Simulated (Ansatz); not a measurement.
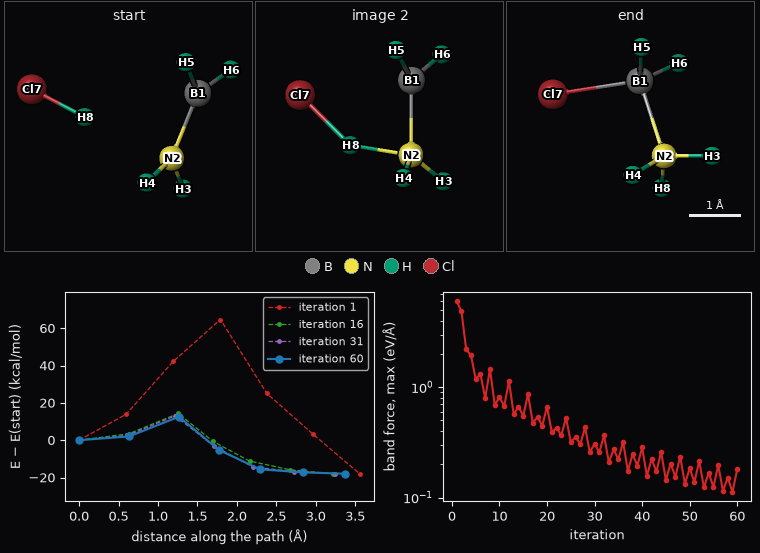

A search for the minimum-energy path of BNH5Cl by the nudged elastic band. Images are numbered from 0 (start) to 6 (end). The plot follows the band through its iterations. The picture is a ball-and-stick view, seen at a tilt.

Theory: RKS PBE0-D4/def2-SVP (Ansatz). Run with 5 movable images; climbing image from the first iteration; force threshold 0.05 eV/Å; iteration limit 60; optimiser L-BFGS; starting path through a guess of the saddle point.

Question: Did the band converge, and can the barrier be trusted?

Answer: The result isn't final. The band hadn't converged when the run stopped after 60 iterations. The largest component of the band force went from 6 to 0.18 eV/Å. The barrier read from it is provisional, though the highest image hardly moved in the last two iterations. The first iteration put the highest image at 64.7 kcal/mol. The highest point, image 2, lies 12.6 kcal/mol above the start and 30.5 kcal/mol above the end; the end is at −18.0 kcal/mol relative to the start.
